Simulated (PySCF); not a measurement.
# One shape, several levels: C4H6O2S (2,3-dihydrothiophene 1,1-dioxide)

We compute a comparison of 6 runs (B3LYP/6-31G*, BHLYP/6-31G*, CAM-B3LYP/6-31G*, M06-2X/6-31G*, PBE0/6-31G*, r2SCAN/6-31G*) of C4H6O2S (2,3-dihydrothiophene 1,1-dioxide). 

The results are computed with PySCF 2.14.0.

1 further run of the same task is left out (set aside as unsound or not needed).

### Step 1. The structure to begin with

C4H6O2S has 13 atoms, charge 0, and is taken as a singlet. SMILES: `O=S1(=O)C=CCC1`. The coordinates come from a GFN2-xTB relaxation. This is one conformer, not always the lowest.

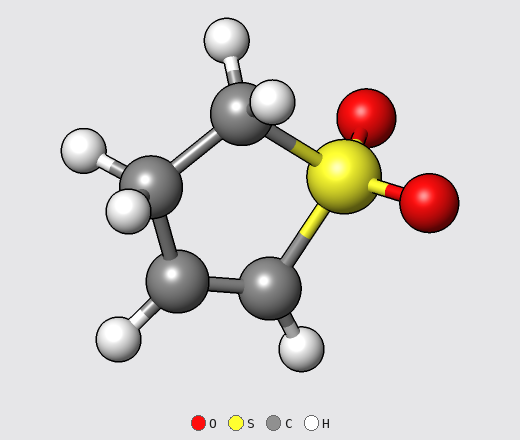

The structure, seen from a chosen angle (oxygen red, sulfur yellow, carbon grey, hydrogen white).

### Step 2. The energy at B3LYP/6-31G(d) (spherical functions) (run 1)

Input file input.py:

```python
from pyscf import gto, dft

system = gto.M(
    atom='''
O     -1.749584     0.137969    -4.408618
S      0.189785    -0.600442    -2.657541
O      2.451598    -1.690832    -3.691278
C     -1.085137    -2.581045    -0.224556
C     -0.955483    -1.430447     1.971646
C      0.156961     1.180323     2.088412
C      0.973209     2.027941    -0.531410
H     -1.811132    -4.418784    -0.654885
H     -1.603149    -2.238211     3.730244
H      1.751493     1.154490     3.400751
H     -1.257046     2.458496     2.882853
H      2.992551     2.335135    -0.693511
H     -0.054065     3.665388    -1.212089
''',
    max_memory=1860,
    spin=0,
    basis='6-31g*',
    verbose=3,
    unit='bohr',
)

mf = dft.RKS(system)
mf.xc = 'b3lyp'
mf.grids.level = 5
mf.conv_tol = 1e-10
mf.kernel()
if not mf.converged:
    mf = mf.newton().run(mf.mo_coeff, mf.mo_occ)

energy = mf.e_tot
print('Final energy', energy)
```

Run with:

```sh
OMP_NUM_THREADS=1 python input.py
```

Standard output:

```text
converged SCF energy = -704.571841803567
Final energy -704.571841803567
```

Wall time 57 s (1 thread of Intel Xeon at 2.70GHz, shared host); peak memory 0.64 GiB.

### Step 3. The energy at BHLYP/6-31G(d) (spherical functions) (run 2)

Input file start.xyz:

```xyz
13

O     -0.925840     0.073010    -2.332940
S      0.100430    -0.317740    -1.406310
O      1.297330    -0.894750    -1.953340
C     -0.574230    -1.365830    -0.118830
C     -0.505620    -0.756960     1.043350
C      0.083060     0.624600     1.105140
C      0.515000     1.073140    -0.281210
H     -0.958410    -2.338320    -0.346550
H     -0.848350    -1.184410     1.973960
H      0.926850     0.610930     1.799600
H     -0.665200     1.300980     1.525540
H      1.583590     1.235700    -0.366990
H     -0.028610     1.939640    -0.641410
```

Input file calc.py:

```python
# O=S1(=O)C=CCC1
from pyscf import gto, dft

system = gto.M(
    atom='start.xyz',
    max_memory=1860,
    basis='6-31g*',
    verbose=3,
)

mf = dft.RKS(system)
mf.xc = 'bhandhlyp'
mf.grids.level = 5
mf.conv_tol = 1e-10
mf.kernel()
if not mf.converged:
    mf = mf.newton().run(mf.mo_coeff, mf.mo_occ)

energy = mf.e_tot
print('E(%s) = %.9f' % ('BHLYP', energy))
```

Run with:

```sh
OMP_NUM_THREADS=1 python calc.py
```

Standard output:

```text
converged SCF energy = -704.382331073791
E(BHLYP) = -704.382331074
```

Run time: 43 s. Hardware: 1 thread of Intel Xeon at 2.70GHz, shared host; peak memory 0.64 GiB.

Runs 3 to 5 aren't shown in full; the table further down has their settings and results.

### Step 4. The energy at r2SCAN/6-31G(d) (spherical functions) (run 6)

Input file input.py:

```python
from pyscf import gto, dft

mol = gto.M(
    atom=[
    ('O', (-0.925840, 0.073010, -2.332940)),
    ('S', (0.100430, -0.317740, -1.406310)),
    ('O', (1.297330, -0.894750, -1.953340)),
    ('C', (-0.574230, -1.365830, -0.118830)),
    ('C', (-0.505620, -0.756960, 1.043350)),
    ('C', (0.083060, 0.624600, 1.105140)),
    ('C', (0.515000, 1.073140, -0.281210)),
    ('H', (-0.958410, -2.338320, -0.346550)),
    ('H', (-0.848350, -1.184410, 1.973960)),
    ('H', (0.926850, 0.610930, 1.799600)),
    ('H', (-0.665200, 1.300980, 1.525540)),
    ('H', (1.583590, 1.235700, -0.366990)),
    ('H', (-0.028610, 1.939640, -0.641410)),
],
    max_memory=1860,
    charge=0,
    basis='6-31g*',
    spin=0,
    verbose=3,
)

calc0 = dft.RKS(mol, xc='r2scan')
calc0.conv_tol = 1e-10
calc0.grids.level = 5
calc0.kernel()
if not calc0.converged:
    calc0 = calc0.newton().run(calc0.mo_coeff, calc0.mo_occ)

e_tot = calc0.e_tot
print('E(%s) = %.9f' % ('R2SCAN', e_tot))
```

Run with:

```sh
OMP_NUM_THREADS=1 python input.py
```

Standard output:

```text
converged SCF energy = -704.377469792028
E(R2SCAN) = -704.377469792
```

Wall time 87 s (1 thread of Intel Xeon at 2.70GHz, shared host); peak memory 0.66 GiB.

### Step 5. The series

```
run                                   level  energy (Eh)  dipole moment (D)  HOMO energy (eV)  LUMO energy (eV)  wall time
  1      B3LYP/6-31G* (spherical functions)  -704.571842               5.47             -7.52             -0.58       57 s
  2      BHLYP/6-31G* (spherical functions)  -704.382331               5.87             -9.11              0.75       43 s
  3  CAM-B3LYP/6-31G* (spherical functions)  -704.426357               5.63             -9.14              0.83    1.7 min
  4     M06-2X/6-31G* (spherical functions)  -704.404788               5.66             -9.27              0.47       79 s
  5       PBE0/6-31G* (spherical functions)  -704.087224               5.51             -7.84             -0.42       55 s
  6     r2SCAN/6-31G* (spherical functions)  -704.377470               5.36             -6.73             -1.25       87 s
```

### Step 6. Outcome

| quantity | value |
| --- | --- |
| run 6: total energy | -704.37747 Eh |
| run 6: dipole moment | 5.36 D |
| run 6: HOMO energy | -6.73 eV |
| run 6: LUMO energy | -1.25 eV |
| run 6: HOMO–LUMO gap | 5.47 eV |

What this shows: The dipole moment (its size) runs from 5.36 D (r2SCAN/6-31G*) to 5.87 D (BHLYP/6-31G*). The HOMO–LUMO gap runs from 5.47 eV (r2SCAN/6-31G*) to 9.98 eV (CAM-B3LYP/6-31G*). Totals of different functionals can't be ranked against each other. All runs together took 7.1 min, the longest 1.7 min.
